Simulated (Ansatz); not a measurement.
Take CdSe in the zinc blende structure (space group F-43m, No. 216; a = 6.007 Å) as the base.

Modification: a hydrostatic pressure of 4.5 GPa.

Method: LDA/PAW in Ansatz (a program for electronic structure), no spin-orbit coupling.

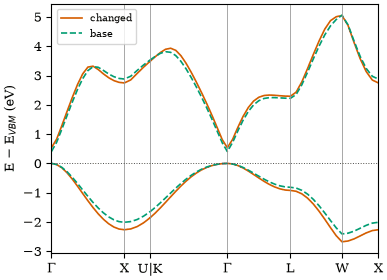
Figure: Highest valence and lowest conduction band along the path, each from its own valence-band maximum

Q: From the figure, how large is the changed gap, and is it direct?

A: About 0.5 eV, direct at Γ.

Load acts through the strain it causes; cell and atoms are relaxed under it. No phonon test of stability was made. Tetrahedral semiconductors of this kind turn to denser phases somewhere between about 1 and 50 GPa; those were not computed, so compressed cells here can lie past the real transition.
